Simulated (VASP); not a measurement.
# Lattice of GeW across functionals and dispersion corrections, part 2 of 3

Aim: relax GeW with several functionals and dispersion schemes, and compare the cells. The cell is invented: it takes the structure of a Materials Project entry for MoWC2 (space group 25 there), with some of its atoms replaced by other elements, volume scaled by an estimate. It may not be a known or stable phase. LASPH is on for some levels and off for others; the table marks which.

VASP 6.6.1, plane waves and PAW; the level of theory is named at each step.

So far. Step 2 (Relaxation with PBE): It ends with a largest force of 0.006 eV/Å and a pressure of 0.00 GPa.

**3. Relaxation with LDA**

This step: LDA; plane waves and PAW (W, Ge_d); invented cell (VASP 6.6.1).

LDA, the lowest rung, knows the local density alone.

File INCAR:

```
SYSTEM = GeW
PREC = Accurate
ENCUT = 520
EDIFF = 1E-06
NELM = 100
ISMEAR = -1
SIGMA = 0.05
LREAL = .FALSE.
ALGO = Normal
GGA = CA
LORBIT = 11
LWAVE = .FALSE.
LCHARG = .FALSE.
KPAR = 2
IBRION = 2
NSW = 60
ISIF = 3
EDIFFG = -0.01
```

File POSCAR:

```
GeW
1.0
    3.0902380000      0.0000000000      0.0000000000
    0.0000000000      3.1804320000      0.0000000000
    0.0000000000      0.0000000000      5.5111910000
W Ge
2 2
Direct
    0.5000000000      0.5000000000      0.1660300800
    0.5000000000      0.0000000000      0.6671848100
    0.0000000000      0.0000000000      0.9987038200
    0.0000000000      0.5000000000      0.5013832800
```

File KPOINTS:

```
Automatic mesh
0
Gamma
6 6 4
0 0 0
```

The projector-augmented-wave data sets are W and Ge_d (PBE family, release 64).

Started as:

```bash
mpirun -np 2 vasp_std
```

The program printed:

```text
[banner, memory and clock lines left out]
running    2 mpi-ranks, on    1 nodes
 distrk:  each k-point on    1 cores,    2 groups
 distr:  one band on    1 cores,    1 groups

 POSCAR found type information on POSCAR W Ge
 POSCAR found :  2 types and       4 ions
|                                                                             |
|               ----> ADVICE to this user running VASP <----                  |
|                                                                             |
|     You enforced a specific xc type in the INCAR file but a different       |
|     [... a line on the potential file left out ...]
|     I HOPE YOU KNOW WHAT YOU ARE DOING!                                     |
|                                                                             |

 LDA part: xc-table for (Slater(with rela. corr.)+CA(PZ))
 , standard interpolation
 POSCAR, INCAR and KPOINTS ok, starting setup
 FFT: planning ... GRIDC
 FFT: planning ... GRID_SOFT
 FFT: planning ... GRID
 WAVECAR not read
 entering main loop
       N       E                     dE             d eps       ncg     rms          rms(c)
DAV:   1     0.311964546191E+03    0.31196E+03   -0.19934E+04  2728   0.434E+03
DAV:   2     0.142674251290E+02   -0.29770E+03   -0.29288E+03  2320   0.801E+02
DAV:   3    -0.368056660311E+02   -0.51073E+02   -0.50581E+02  2816   0.194E+02
DAV:   4    -0.387301378100E+02   -0.19245E+01   -0.19134E+01  2864   0.447E+01
DAV:   5    -0.387729248708E+02   -0.42787E-01   -0.42771E-01  2880   0.714E+00    0.427E+01
DAV:   6    -0.372100807652E+02    0.15628E+01   -0.40597E+00  3144   0.988E+00    0.192E+01
DAV:   7    -0.369296208688E+02    0.28046E+00   -0.60729E-01  3216   0.769E+00    0.405E+00
DAV:   8    -0.369091466921E+02    0.20474E-01   -0.15323E-01  3736   0.302E+00    0.804E-01
DAV:   9    -0.369012759511E+02    0.78707E-02   -0.59718E-02  3528   0.188E+00    0.173E-01
DAV:  10    -0.369011373885E+02    0.13856E-03   -0.45645E-03  3048   0.105E+00    0.868E-02
DAV:  11    -0.369011164678E+02    0.20921E-04   -0.29620E-04  2952   0.164E-01    0.594E-02
DAV:  12    -0.369011210492E+02   -0.45814E-05   -0.57197E-05  2736   0.104E-01    0.239E-02
DAV:  13    -0.369011195946E+02    0.14546E-05   -0.70048E-06  2664   0.761E-02    0.307E-03
DAV:  14    -0.369011195731E+02    0.21572E-07   -0.10325E-06  1368   0.127E-02
   1 F= -.36901120E+02 E0= -.36896610E+02  d E =-.369011E+02
 curvature:   0.00 expect dE= 0.000E+00 dE for cont linesearch  0.000E+00
 trial: gam= 0.00000 g(F)=  0.637E-02 g(S)=  0.111E+02 ort = 0.000E+00 (trialstep = 0.100E+01)
 search vector abs. value=  0.112E+02
 bond charge predicted
       N       E                     dE             d eps       ncg     rms          rms(c)
DAV:   1    -0.111975040614E+03   -0.75074E+02   -0.30747E+03  2784   0.187E+03    0.726E+01
DAV:   2    -0.586003917198E+02    0.53375E+02   -0.21303E+02  2664   0.150E+02    0.385E+01
DAV:   3    -0.393617119502E+02    0.19239E+02   -0.39020E+01  2808   0.521E+01    0.235E+01
DAV:   4    -0.408024136156E+02   -0.14407E+01   -0.74781E+01  3384   0.252E+01    0.210E+01
DAV:   5    -0.336489173126E+02    0.71535E+01   -0.52114E+01  3488   0.181E+01    0.811E+00
DAV:   6    -0.329487577352E+02    0.70016E+00   -0.24630E+00  2888   0.881E+00    0.173E+00
DAV:   7    -0.329230125046E+02    0.25745E-01   -0.29546E-01  3360   0.281E+00    0.901E-01
DAV:   8    -0.329206486619E+02    0.23638E-02   -0.68051E-02  3264   0.181E+00    0.397E-01
DAV:   9    -0.329180417876E+02    0.26069E-02   -0.17683E-02  3456   0.568E-01    0.119E-01
DAV:  10    -0.329180229843E+02    0.18803E-04   -0.10481E-03  3560   0.209E-01    0.522E-02
DAV:  11    -0.329180321586E+02   -0.91743E-05   -0.18203E-04  3088   0.187E-01    0.386E-02
DAV:  12    -0.329180160556E+02    0.16103E-04   -0.10184E-04  3168   0.672E-02    0.688E-03
DAV:  13    -0.329180162270E+02   -0.17137E-06   -0.38184E-06  2424   0.137E-02
   2 F= -.32918016E+02 E0= -.32908352E+02  d E =0.398310E+01
[... from here on, the cycles between the ionic steps are left out ...]
   3 F= -.38193749E+02 E0= -.38187852E+02  d E =-.129263E+01
   4 F= -.38223589E+02 E0= -.38217773E+02  d E =-.132247E+01
   5 F= -.38225144E+02 E0= -.38219360E+02  d E =-.132402E+01
   6 F= -.38224822E+02 E0= -.38219065E+02  d E =-.132370E+01
   7 F= -.38353483E+02 E0= -.38348677E+02  d E =-.128661E+00
   8 F= -.38391103E+02 E0= -.38384763E+02  d E =-.166280E+00
   9 F= -.38361071E+02 E0= -.38356509E+02  d E =-.136249E+00
  10 F= -.38397146E+02 E0= -.38391473E+02  d E =-.172324E+00
  11 F= -.38380148E+02 E0= -.38375760E+02  d E =0.169977E-01
  12 F= -.38402811E+02 E0= -.38397587E+02  d E =-.566464E-02
  13 F= -.38403637E+02 E0= -.38398788E+02  d E =-.826082E-03
  14 F= -.38403639E+02 E0= -.38398807E+02  d E =-.827950E-03
  15 F= -.38403885E+02 E0= -.38399219E+02  d E =-.246159E-03
  16 F= -.38403886E+02 E0= -.38399232E+02  d E =-.247782E-03
  17 F= -.38403860E+02 E0= -.38399240E+02  d E =0.262440E-04
  18 F= -.38403904E+02 E0= -.38399261E+02  d E =-.178964E-04
  19 F= -.38403904E+02 E0= -.38399259E+02  d E =-.171783E-04
  20 F= -.38403912E+02 E0= -.38399259E+02  d E =-.832590E-05
 trial-energy change:   -0.000008  1 .order   -0.000009   -0.000023    0.000006
 step:   0.6465(harm=  0.6465)  dis= 0.00061  next Energy=   -38.403913 (dE=-0.926E-05)
 bond charge predicted
       N       E                     dE             d eps       ncg     rms          rms(c)
DAV:   1    -0.384039121236E+02   -0.20194E-06   -0.17235E-04  2312   0.995E-02    0.381E-03
DAV:   2    -0.384039121477E+02   -0.24103E-07   -0.33728E-06  2256   0.242E-02
  21 F= -.38403912E+02 E0= -.38399261E+02  d E =-.859513E-05
 curvature:  -0.41 expect dE=-0.147E-04 dE for cont linesearch -0.243E-08
 trial: gam= 1.68129 g(F)=  0.156E-05 g(S)=  0.340E-04 ort = 0.464E-06 (trialstep = 0.201E+00)
 search vector abs. value=  0.140E-03
 reached required accuracy - stopping structural energy minimisation
```

Wall time 5 min (2 MPI ranks of Intel Xeon Platinum 8375C at 2.90GHz (Ice Lake), shared host); peak memory 0.38 GiB.

From OUTCAR (step 3):

```text
The static configuration has the point symmetry C_2v.

 Found     48 irreducible k-points:

   NELECT =      40.0000    total number of electrons

 E-fermi :   7.9615

 k-point     1 :       0.0000    0.0000    0.0000
  band No.  band energies     occupation
    ...
     15       4.3972      2.00000
     16       4.9109      2.00000
     17       6.3275      2.00000
     18       6.3849      2.00000
     19       7.7253      1.98242
     20       8.4147      0.00023
     21       9.1084      0.00000
     22       9.1328      0.00000
     23       9.7790      0.00000
     24      11.1629      0.00000

 k-point     2 :       0.1667    0.0000    0.0000
  band No.  band energies     occupation
    ...
     16       5.6923      2.00000
     17       6.4803      2.00000
     18       6.5386      2.00000
     19       7.1485      2.00000
     20       7.5793      1.99904
     21       8.6940      0.00000
     22       8.7278      0.00000
     23      10.7040      0.00000
     24      11.2169      0.00000

  Total       -0.0321415     -0.0242096     -0.0346524      0.0000000      0.0000000      0.0000000
  in kB       -0.8404216     -0.6330232     -0.9060775      0.0000000      0.0000000      0.0000000
  external PRESSURE =      -0.7931741 kB  Pullay stress =       0.0000000 kB

  energy-cutoff  :      520.00
  volume of cell :       61.27
      direct lattice vectors                 reciprocal lattice vectors
     3.567728611  0.000000000  0.000000000     0.280290378  0.000000000  0.000000000
     0.000000000  3.155755214  0.000000000     0.000000000  0.316881359  0.000000000
     0.000000000  0.000000000  5.442317337     0.000000000  0.000000000  0.183745257

 POSITION                                       TOTAL-FORCE (eV/Angst)
 -----------------------------------------------------------------------------------
      1.78386      1.57788      0.90445         0.000000      0.000000      0.001379
      1.78386      0.00000      3.62560         0.000000      0.000000      0.000843
      0.00000      0.00000      0.00240         0.000000      0.000000      0.002586
      0.00000      1.57788      2.72380         0.000000      0.000000     -0.004807
 -----------------------------------------------------------------------------------
    total drift:                                0.000000      0.000000     -0.000696

  FREE ENERGIE OF THE ION-ELECTRON SYSTEM (eV)
  ---------------------------------------------------
  free  energy   TOTEN  =       -38.4039121477 eV

  energy  without entropy=      -38.3946092012  energy(sigma->0) =      -38.39926067

 total charge
# of ion       s       p       d       tot
------------------------------------------
    1        0.533   0.590   4.374   5.497
    2        0.534   0.590   4.374   5.497
    3        1.123   1.436  10.114  12.673
    4        1.123   1.436  10.114  12.673
--------------------------------------------------
tot          3.313   4.051  28.976  36.340

[... 8 parts as in an earlier step ...]

[... 5 further parts left out ...]
```

CONTCAR:

```
GeW
   1.00000000000000
     3.5677286110107782    0.0000000000000000    0.0000000000000000
     0.0000000000000000    3.1557552142859482    0.0000000000000000
     0.0000000000000000    0.0000000000000000    5.4423173365370552
  W               Ge
     2     2
Direct
     0.5000000000000000    0.5000000000000000    0.1661892044979475
     0.5000000000000000    0.0000000000000000    0.6661861119944397
     0.0000000000000000    0.0000000000000000    0.0004419052726512
     0.0000000000000000    0.5000000000000000    0.5004847682349640
```

The PAW data sets were made with PBE, though LDA sets exist; this is a small mismatch.

The steps of the relaxation:

```csv
step,energy less that of the first step (eV),largest force (eV/Å),pressure (GPa),volume (Å³)
1,0.0000,0.2247,49.24,54.17
2,3.9831,0.0190,-36.87,93.35
3,-1.2926,0.0718,-7.39,64.73
4,-1.3225,0.0823,-3.01,63.46
5,-1.3240,0.0849,-2.39,63.15
6,-1.3237,0.0869,-1.44,62.93
7,-1.4524,0.0220,-0.09,62.02
8,-1.4900,0.0305,1.18,61.30
9,-1.4600,0.1358,5.09,59.70
10,-1.4960,0.0650,2.21,60.77
11,-1.4790,0.0776,-5.16,62.57
12,-1.5017,0.0604,-0.25,61.38
13,-1.5025,0.0519,-0.09,61.29
14,-1.5025,0.0543,0.04,61.29
15,-1.5028,0.0210,-0.11,61.29
16,-1.5028,0.0179,-0.12,61.29
17,-1.5027,0.0086,0.13,61.20
18,-1.5028,0.0123,0.06,61.27
19,-1.5028,0.0138,0.04,61.27
20,-1.5028,0.0040,-0.09,61.28
21,-1.5028,0.0048,-0.08,61.27
```

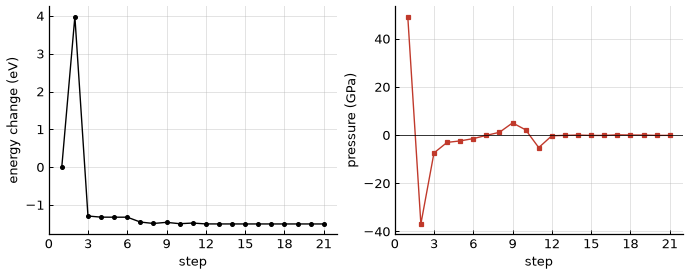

Energy and pressure along the relaxation.

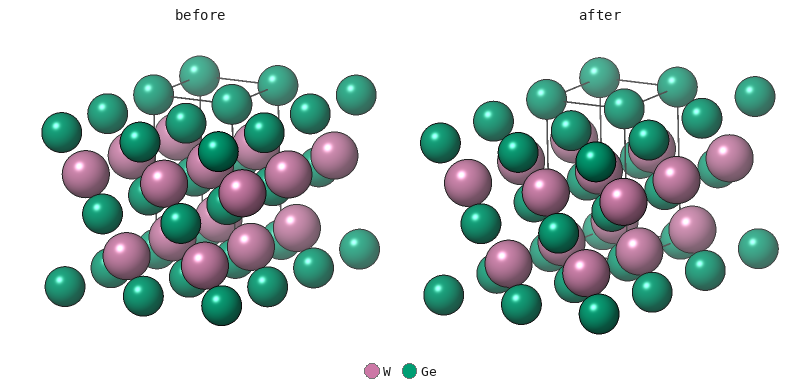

Before and after, at one scale.

```csv
cell as run,before,after,change
a (Å),3.090,3.568,+15.5 %
b (Å),3.180,3.156,-0.8 %
c (Å),5.511,5.442,-1.2 %
volume (Å³/atom),13.54,15.32,+13.1 %
```

Final coordinates:

```
W Ge
1.0
     3.56773    0.00000    0.00000
     0.00000    3.15576    0.00000
     0.00000    0.00000    5.44232
W Ge
2 2
Cartesian
  1.7839 1.5779 0.9045
  1.7839 0.0000 3.6256
  0.0000 0.0000 5.4447
  0.0000 1.5779 2.7238
```

This step gave:

- free energy (TOTEN): -38.40 eV
- energy at zero smearing: -38.40 eV
- Fermi energy: 7.962 eV
- pressure: -0.07932 GPa
- SCF cycles over all ionic steps: 157

It ends at 15.32 Å³/atom, +13.1 % from the start, with -0.08 GPa left.

**4. Relaxation with PBEsol**

This step: PBEsol; plane waves and PAW (W, Ge_d); invented cell (VASP 6.6.1).

PBEsol restores the gradient expansion of exchange and is tuned for the cells of solids.

INCAR: that of step 3 with these lines changed.

```diff
@@ -9,3 +9,3 @@
 ALGO = Normal
-GGA = CA
+GGA = PS
 LORBIT = 11
```

POSCAR is that of step 3.

KPOINTS is that of step 3.

Started as:

```bash
mpirun -np 2 vasp_std
```

The program printed:

```text
[banner, memory and clock lines left out]
running    2 mpi-ranks, on    1 nodes
[...]
[... a notice as in an earlier step ...]

 LDA part: xc-table for (Slater+PW92), standard interpolation
 POSCAR, INCAR and KPOINTS ok, starting setup
[...]
entering main loop
       N       E                     dE             d eps       ncg     rms          rms(c)
DAV:   1     0.312353325923E+03    0.31235E+03   -0.19934E+04  2728   0.434E+03
DAV:   2     0.153772277584E+02   -0.29698E+03   -0.29207E+03  2320   0.801E+02
DAV:   3    -0.351725135878E+02   -0.50550E+02   -0.50055E+02  2808   0.193E+02
DAV:   4    -0.370674894791E+02   -0.18950E+01   -0.18844E+01  2864   0.444E+01
[...]
DAV:  12    -0.352780051725E+02   -0.22127E-05   -0.62314E-05  2784   0.885E-02    0.247E-02
DAV:  13    -0.352780030047E+02    0.21679E-05   -0.82440E-06  3008   0.671E-02    0.219E-03
DAV:  14    -0.352780031402E+02   -0.13551E-06   -0.55832E-07  1384   0.144E-02
   1 F= -.35278003E+02 E0= -.35273571E+02  d E =-.352780E+02
[... from here on, the cycles between the ionic steps are left out ...]
   2 F= -.31068320E+02 E0= -.31058045E+02  d E =0.420968E+01
   3 F= -.36779116E+02 E0= -.36773190E+02  d E =-.150111E+01
   5 F= -.36819106E+02 E0= -.36813260E+02  d E =-.154110E+01
   7 F= -.36995591E+02 E0= -.36989418E+02  d E =-.176485E+00
   9 F= -.37008176E+02 E0= -.37003593E+02  d E =-.189070E+00
  11 F= -.36996136E+02 E0= -.36991937E+02  d E =0.123383E-01
  13 F= -.37012759E+02 E0= -.37008524E+02  d E =-.724124E-03
  15 F= -.37012911E+02 E0= -.37008697E+02  d E =-.147758E-03
  17 F= -.37012917E+02 E0= -.37008700E+02  d E =-.153721E-03
  19 F= -.37013004E+02 E0= -.37008797E+02  d E =-.836584E-04
  21 F= -.37013013E+02 E0= -.37008806E+02  d E =-.934457E-04
  23 F= -.37013018E+02 E0= -.37008810E+02  d E =0.196859E-05
  25 F= -.37013026E+02 E0= -.37008818E+02  d E =-.588563E-05
  26 F= -.37013028E+02 E0= -.37008820E+02  d E =-.863472E-05
[...]
reached required accuracy - stopping structural energy minimisation
```

Run time: 5.8 min. Hardware: 2 MPI ranks; peak memory 0.42 GiB; 11 min of CPU time.

OUTCAR, selected parts (step 4):

```text
  Total       -0.0209716      0.0216822     -0.0080524      0.0000000      0.0000000      0.0000000
  in kB       -0.5413824      0.5597249     -0.2078724      0.0000000      0.0000000      0.0000000
  external PRESSURE =      -0.0631766 kB  Pullay stress =       0.0000000 kB

 POSITION                                       TOTAL-FORCE (eV/Angst)
 -----------------------------------------------------------------------------------
      1.80010      1.58045      0.90656         0.000000      0.000000      0.005348
      1.80010      0.00000      3.63359         0.000000      0.000000      0.001678
      0.00000      0.00000      0.00201         0.000000      0.000000      0.001485
      0.00000      1.58045      2.72942         0.000000      0.000000     -0.008511
 -----------------------------------------------------------------------------------
    total drift:                                0.000000      0.000000     -0.002223

  FREE ENERGIE OF THE ION-ELECTRON SYSTEM (eV)
  ---------------------------------------------------
  free  energy   TOTEN  =       -37.0130284214 eV

  energy  without entropy=      -37.0046117740  energy(sigma->0) =      -37.00882010

[... 2 parts as in an earlier step ...]

[... 2 further parts left out ...]
[key lines of the parts left out:]
E-fermi :   7.9800
```

The PAW data sets were made with PBE, which is usual practice but a small mismatch for other functionals.

Relaxation path (22 of 26):

```csv
step,energy less that of the first step (eV),largest force (eV/Å),pressure (GPa),volume (Å³)
1,0.0000,0.2267,53.30,54.17
2,4.2097,0.0165,-35.45,97.24
3,-1.5011,0.0668,-7.77,65.86
5,-1.5411,0.0804,-1.85,64.01
6,-1.6732,0.0199,-0.90,63.09
7,-1.7176,0.0291,0.28,62.34
8,-1.7042,0.1288,3.97,60.70
9,-1.7302,0.0757,1.76,61.56
11,-1.7181,0.0769,-4.14,63.09
12,-1.7340,0.0593,-0.21,62.10
13,-1.7348,0.0523,-0.02,62.02
14,-1.7348,0.0496,-0.08,62.02
15,-1.7349,0.0161,0.27,61.94
16,-1.7349,0.0222,0.13,61.96
18,-1.7349,0.0205,0.25,61.96
19,-1.7350,0.0220,0.03,62.06
20,-1.7350,0.0138,0.21,62.03
21,-1.7350,0.0194,-0.17,62.05
22,-1.7350,0.0159,0.08,62.04
24,-1.7350,0.0108,0.10,62.06
25,-1.7350,0.0044,-0.30,62.07
26,-1.7350,0.0085,-0.01,62.06
```

```
     cell as run  before  after   change
           a (Å)   3.090  3.600  +16.5 %
           b (Å)   3.180  3.161   -0.6 %
           c (Å)   5.511  5.454   -1.0 %
volume (Å³/atom)   13.54  15.52  +14.6 %
```

The relaxed structure:

```cif
data_structure
_symmetry_space_group_name_H-M 'P 1'
_symmetry_Int_Tables_number 1
_cell_length_a 3.6002
_cell_length_b 3.1609
_cell_length_c 5.4538
_cell_angle_alpha 90.000
_cell_angle_beta 90.000
_cell_angle_gamma 90.000
_cell_volume 62.06
loop_
_atom_site_label
_atom_site_type_symbol
_atom_site_fract_x
_atom_site_fract_y
_atom_site_fract_z
_atom_site_occupancy
W1 W 0.50000 0.50000 0.16623 1
W2 W 0.50000 0.00000 0.66625 1
Ge3 Ge 0.00000 0.00000 0.00037 1
Ge4 Ge 0.00000 0.50000 0.50046 1
```

It ends at 15.52 Å³/atom, +14.6 % from the start, with -0.01 GPa left.

**5. Relaxation with r2SCAN**

This step: r2SCAN; plane waves and PAW (W, Ge_d); invented cell (VASP 6.6.1).

r2SCAN adds the kinetic-energy density, costs more than a GGA and is run with LASPH.

INCAR: that of step 4 with these lines changed.

```diff
@@ -9,3 +9,4 @@
 ALGO = Normal
-GGA = PS
+METAGGA = R2SCAN
+LASPH = .TRUE.
 LORBIT = 11
```

POSCAR is that of step 4.

KPOINTS is that of step 4.

Started as:

```bash
mpirun -np 2 vasp_std
```

The program printed:

```text
[banner, memory and clock lines left out]
running    2 mpi-ranks, on    1 nodes
[...]
[... a notice as in an earlier step ...]

 LDA part: xc-table for (None), standard interpolation
 POSCAR, INCAR and KPOINTS ok, starting setup
[...]
entering main loop
       N       E                     dE             d eps       ncg     rms          rms(c)
DAV:   1     0.232348947640E+03    0.23235E+03   -0.20712E+04  2720   0.452E+03
DAV:   2    -0.763181562456E+02   -0.30867E+03   -0.30362E+03  2320   0.836E+02
DAV:   3    -0.128595278449E+03   -0.52277E+02   -0.51742E+02  2800   0.199E+02
DAV:   4    -0.130586515209E+03   -0.19912E+01   -0.19767E+01  2872   0.463E+01
[...]
DAV:  12    -0.127824720357E+03    0.11527E-04   -0.55809E-05  3040   0.865E-02    0.312E-02
DAV:  13    -0.127824713945E+03    0.64118E-05   -0.90657E-06  3128   0.588E-02    0.123E-02
DAV:  14    -0.127824713736E+03    0.20970E-06   -0.12710E-06  1552   0.188E-02
   1 F= -.12782471E+03 E0= -.12782018E+03  d E =-.127825E+03
[... from here on, the cycles between the ionic steps are left out ...]
   2 F= -.12308880E+03 E0= -.12307910E+03  d E =0.473591E+01
   3 F= -.12948623E+03 E0= -.12948063E+03  d E =-.166152E+01
   4 F= -.12953364E+03 E0= -.12952792E+03  d E =-.170892E+01
   5 F= -.12953646E+03 E0= -.12953071E+03  d E =-.171175E+01
   6 F= -.12964909E+03 E0= -.12964441E+03  d E =-.112630E+00
   7 F= -.12967641E+03 E0= -.12967089E+03  d E =-.139952E+00
   8 F= -.12968088E+03 E0= -.12967605E+03  d E =-.144413E+00
   9 F= -.12968111E+03 E0= -.12967696E+03  d E =-.144643E+00
  10 F= -.12968149E+03 E0= -.12967708E+03  d E =-.145024E+00
  11 F= -.12968144E+03 E0= -.12967715E+03  d E =-.144977E+00
  12 F= -.12967990E+03 E0= -.12967614E+03  d E =0.153949E-02
  13 F= -.12968335E+03 E0= -.12967935E+03  d E =-.190675E-02
  14 F= -.12968397E+03 E0= -.12968014E+03  d E =-.628248E-03
  15 F= -.12968401E+03 E0= -.12968015E+03  d E =-.660594E-03
  16 F= -.12968400E+03 E0= -.12968015E+03  d E =-.655690E-03
  17 F= -.12968401E+03 E0= -.12968015E+03  d E =-.659636E-03
  18 F= -.12968429E+03 E0= -.12968049E+03  d E =-.284460E-03
  19 F= -.12968430E+03 E0= -.12968051E+03  d E =-.291691E-03
[...]
soft stop encountered!  aborting job ...
  20 F= -.12968430E+03 E0= -.12968051E+03  d E =-.294322E-03
[...]
opt :   1.1058  next Energy=  -129.684301 (dE=-0.295E-03)
 deleting file STOPCAR
```

Run time: 15 min. Hardware: 2 MPI ranks; peak memory 0.44 GiB.

The run was stopped at its time limit, by a STOPCAR file.

By then 20 ionic steps had been finished.

More ranks or a longer limit would be the way on, or going on from the last geometry.

[end of part 2 of 3]

[Lines on the potential files, build, host, timing and source positions are cut from VASP's logs without a mark.]

[Logs are printed without paths, hosts, clocks, repeated set-up lines and the standing remarks that a program may print on its own settings, such as how far it seeks lower states.]

[Hosts, paths, dates, database ids (printed as entryN), source tags and the programs' standing remarks are cut or masked in the printed files.]

[A measured line is paired with the nearest computed mode of its activity, which favours agreement.]
